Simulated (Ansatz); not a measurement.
Ge2Sb3O (space group P4/mmm, No. 123): the geometry relaxed with Ansatz 0.2.0, DFT PBE, scalar-relativistic, plane waves, PAW; the starting structure was generated, so it need not be a known form of this composition.

```xyz
6
Lattice="3.3651 0.0000 0.0000 0.0000 3.3651 0.0000 0.0000 0.0000 10.9748" Properties=species:S:1:pos:R:3 pbc="T T T"
Ge    0.0000    0.0000    3.4807
Ge    0.0000    0.0000    7.4941
Sb    1.6826    1.6826    1.4489
Sb    1.6826    1.6826    5.4874
Sb    1.6826    1.6826    9.5260
O     0.0000    0.0000    0.0000
```

Bonds are taken as O–Sb below 3.1 Å and Sb–Sb below 3.1 Å; no other contact counts. The graph is simplified in the usual way: terminal and isolated atoms are pruned, two-connected atoms become edges.

What net does this leave?

The result is a binodal (5,8)-connected, two-periodic (layers) net: Sb(2h) is a 5-connected node; O is an 8-connected node, in the ratio 2:1. Ge and Sb(1d) drop out. The layers lie parallel to (001).

| node | links | point symbol | coordination sequence |
| --- | --- | --- | --- |
| Sb(2h) | 5 | 3^4.4^6 | 5 16 12 32 20 48 28 64 |
| O | 8 | 3^4.4^16.6^8 | 8 8 24 16 40 24 56 32 |

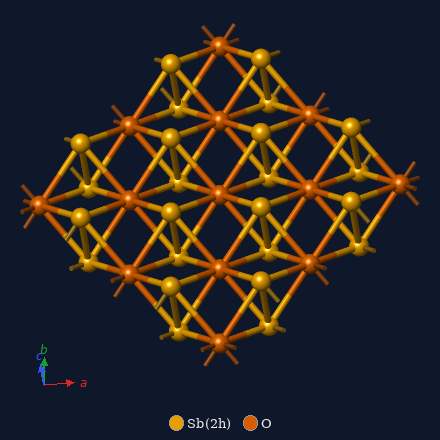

Nodes are coloured by topological kind. One layer is drawn. Edges to nodes outside the piece are drawn as stubs.
